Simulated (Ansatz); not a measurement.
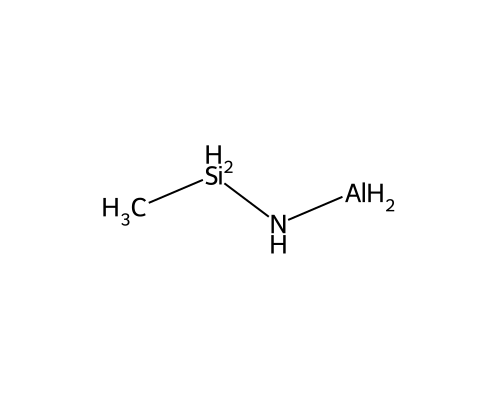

Structural formula above. The computed structure is the end point of a PBE-D4/def2-SVP optimisation. No frequency run is at hand to confirm it as a minimum.

What does the molecule look like in three dimensions?

Formula CH8AlNSi. As SMILES it reads `C[SiH2][NH][AlH2]`. Among its groups: Si–H bond, Si–N bond. This geometry has C1 symmetry. Coordination: 1 C tetrahedral; 1 Si tetrahedral; 1 N trigonal planar; 1 Al trigonal planar.

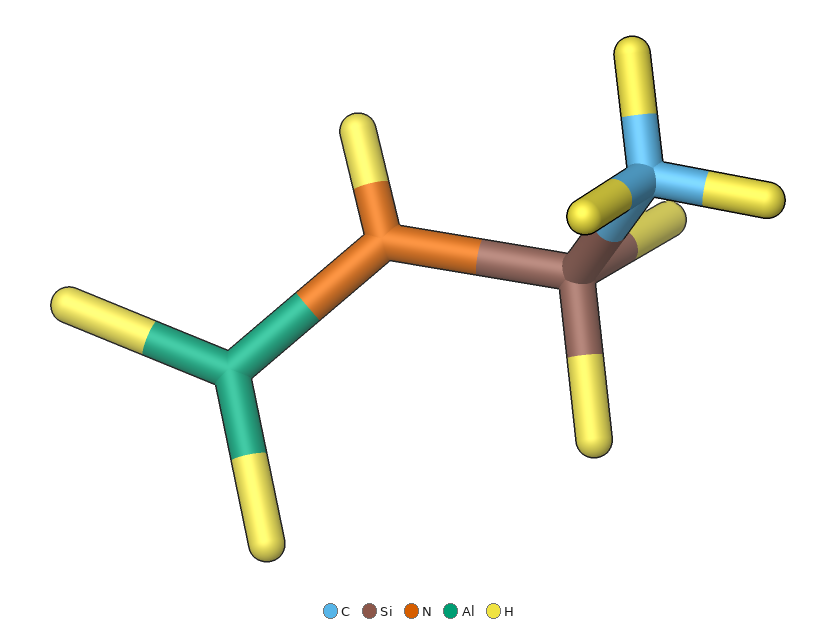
